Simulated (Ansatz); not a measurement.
## Ti3Al, pressure series

The parent structure is Ti3Al (space group P6_3/mmc, No. 194; a = 5.7474 Å, c = 4.6319 Å).

Cell and atoms are relaxed at each pressure.

Level of theory: r2SCAN (Ansatz, a first-principles code, PAW, no spin-orbit coupling), earlier PAW set.

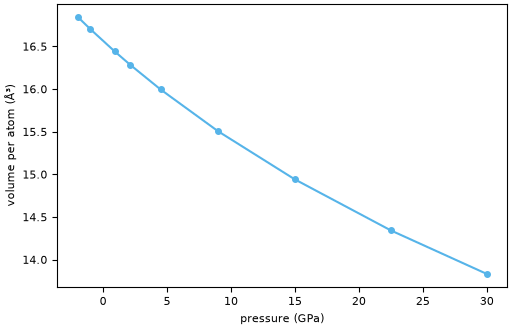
Figure: Volume against pressure

**Question.** Estimate the zero-pressure bulk modulus from the plot.

**Answer.** About 120 GPa; a third-order Birch–Murnaghan fit to the points gives V₀ = 16.56 Å³/atom, B₀ = 121 GPa and B₀′ = 3.6.

Load acts through the strain it causes; cell and atoms are relaxed under it. Stability against distortions was not tested. Competing high-pressure phases were not computed. The final runs are not spin-polarised.
